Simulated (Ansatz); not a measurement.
**FCI/STO-3G run of BOF (fluoro(oxo)borane)**

What is the electronic atomisation energy of BOF (fluoro(oxo)borane) at FCI/STO-3G? 

Program for the calculation: Ansatz 0.2.0.

53 further runs of the same task are left out: 4 that didn't finish, 49 set aside as unsound or not needed.

### Step 1. The structure to begin with

BOF: 3 atoms, total charge 0, spin state singlet. SMILES: `O=BF`. The shape is that of a PBE0-D4/def2-TZVP optimisation.

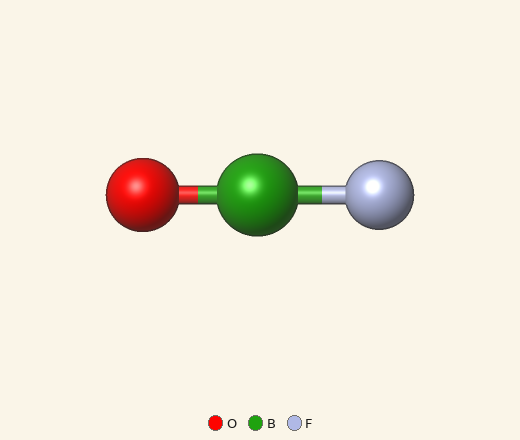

The structure, seen from a chosen angle (oxygen red, boron green, fluorine light blue).

### Step 2. A single-point energy at FCI/STO-3G

The input, input.yaml:

```yaml
crystal:
  periodic: [false, false, false]
  atoms:
    - {symbol: O, position_ang: [0.983100, -0.565100, 0.479900]}
    - {symbol: B, position_ang: [0.020300, -0.011600, 0.009900]}
    - {symbol: F, position_ang: [-1.003400, 0.576800, -0.489800]}
basis:
  gaussian: {orbitals: STO-3G}
correlation: {method: fci, frozen_orbitals: {B: 1, F: 1, O: 1}}
accuracy: high
```

The run is started by

```
$ ansatz run input.yaml --threads 1 --pin off --max-ram 2610MiB --events-out events.jsonl --progress --plain --runs-dir runs
```

Standard output:

```text
Warning: RAYON_NUM_THREADS=1 ignored (pool sized by the plan → 1); use --threads N
Functional definition: HF
  name "HF"
  exchange = exact_x
  correlation = 0
248 factors; integrals over basis functions are off by at most 3.4e-8 eV
mean field evaluation 1: about -5338.3520 eV, gradient 3.4e1 eV
mean field evaluation 2: about -5338.3823 eV, gradient 3.4e1 eV
mean field evaluation 4: about -5342.3230 eV, gradient 2.4e0 eV
mean field evaluation 8: about -5342.3527 eV, gradient 6.3e-2 eV
mean field -5342.35269246 eV, -196.3278402711 hartree, gradient 1.6e-8 eV, S^2 0.000000; 0 other end points of the search recorded, 0 dependent functions left out
3 core orbitals not correlated: weight in the atoms' cores, before any rotation towards them, 1.000 or more for the frozen orbitals, at most 0.000 for the correlated occupied ones
reference -5342.35269246 eV, -196.3278402711 hartree; 8, 8 occupied and 4, 4 virtual orbitals, 248 factors
state -5346.59452602 eV, -196.4837247791 hartree
Total energy: -5346.59452602 eV, -196.4837247791 hartree
```

It took 0.6 s on 1 thread of Intel Xeon Platinum 8488C (Sapphire Rapids), shared host.

### Step 3. The B atom at the same level

The input, run.yaml:

```yaml
crystal:
  periodic: [false, false, false]
  atoms:
    - symbol: B
      position_ang: [0.000000, 0.000000, 0.000000]
basis:
  gaussian:
    orbitals: STO-3G
magnetization:
  spin_polarized: true
  initial_magnetization: 1
correlation:
  method: fci
  frozen_orbitals: {B: 1}
accuracy: high
```

Run the same way, it converges to -24.18898 Eh (log not shown).

### Step 4. The F atom at the same level

The input, in.yaml:

```yaml
crystal:
  periodic: [false, false, false]
  atoms:
    - {symbol: F, position_ang: [0.000000, 0.000000, 0.000000]}
basis:
  gaussian: {orbitals: STO-3G}
magnetization: {spin_polarized: true, initial_magnetization: 1}
accuracy: high
correlation: {method: fci, frozen_orbitals: {F: 1}}
```

The run is started by

```
$ ansatz run in.yaml --threads 1 --pin off --max-ram 2610MiB --events-out events.jsonl --progress --plain --runs-dir runs
```

Standard output:

```text
Warning: RAYON_NUM_THREADS=1 ignored (pool sized by the plan → 1); use --threads N
[... 4 set-up lines as earlier in the session ...]
15 factors; integrals over basis functions are off by at most 1.2e-9 eV
mean field evaluation 1: about -2666.3486 eV, gradient 1.8e-14 eV
mean field evaluation 2: about -2666.3486 eV, gradient 0.0e0 eV
mean field -2666.34863534 eV, -97.9865050328 hartree, gradient 0.0e0 eV, S^2 0.750000; 2 other end points of the search recorded, 0 dependent functions left out
mean field evaluation 4: about -2666.3486 eV, gradient 2.9e-12 eV
1 core orbitals not correlated: weight in the atoms' cores, before any rotation towards them, 1.000 or more for the frozen orbitals, at most 0.000 for the correlated occupied ones
reference -2666.34863534 eV, -97.9865050328 hartree; 4, 3 occupied and 0, 1 virtual orbitals, 15 factors
state -2666.34863534 eV, -97.9865050328 hartree
Total energy: -2666.34863534 eV, -97.9865050328 hartree
```

Wall time 0.04 s (1 thread of Intel Xeon Platinum 8488C (Sapphire Rapids), shared host).

### Step 5. The O atom

The input, molecule.yaml:

```yaml
crystal:
  periodic: [false, false, false]
  atoms:
    - {symbol: O, position_ang: [0.000000, 0.000000, 0.000000]}
basis:
  gaussian: {orbitals: STO-3G}
accuracy: high
correlation: {method: fci, frozen_orbitals: {O: 1}}
magnetization: {spin_polarized: true, initial_magnetization: 2}
```

Run the same way, it converges to -73.80415 Eh (log not shown).

### Step 6. What came out

Level: FCI/STO-3G, 3 core orbitals frozen.

| quantity | value |
| --- | --- |
| molecule: total energy | -196.48372 Eh |
| molecule: correlation energy (3 core orbitals frozen) | -155.9 mEh |
| B atom: total energy | -24.18898 Eh |
| B atom: correlation energy (1 core orbital frozen) | -40.0 mEh |
| F atom: total energy | -97.98651 Eh |
| F atom: correlation energy (1 core orbital frozen) | 0.0 mEh |
| O atom: total energy | -73.80415 Eh |
| O atom: correlation energy (1 core orbital frozen) | 0.0 mEh |
| electronic atomisation energy | 13.717 eV |

**Reading.** Taking the molecule apart into free atoms costs 13.72 eV (316 kcal/mol), before zero-point energy and without spin-orbit coupling. In a minimal basis such a difference can be off by several eV, whatever the method.
